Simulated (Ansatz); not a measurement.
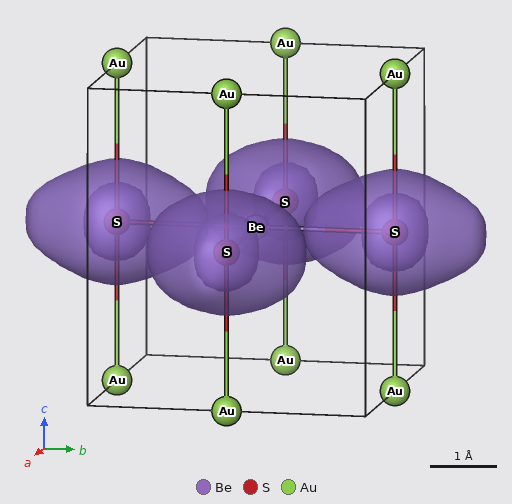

Figure. BeAu$_{2}$S$_{2}$. Isosurface of the electron localisation function at 0.7 (purple), seen slightly off an axis. Only the valence region is drawn (cores and ρ < 0.01 e/Å³ removed). Sticks mark near contacts.

Space group P4/mmm; a structure generated by program, which may or may not match a known phase.

All numbers below come from DFT PBE, scalar-relativistic, plane waves, PAW (Ansatz).

In a PAW calculation such maps are meaningful between the atoms, not at the nuclei.

### Describe the localisation domains.

The ELF exceeds this value in two regions wrapped around S (the valence shell of each), counted in one cell of 5 atoms. Regions shared between cells count once. Profiles from the grid: Be–S (2.16 Å): the ELF peaks at about 0.90 between the atoms. Au–S (2.46 Å): the ELF peaks at about 0.80 in the valence shell of S, 0.8 Å from its nucleus, and drops to about 0.25 between the two atoms.
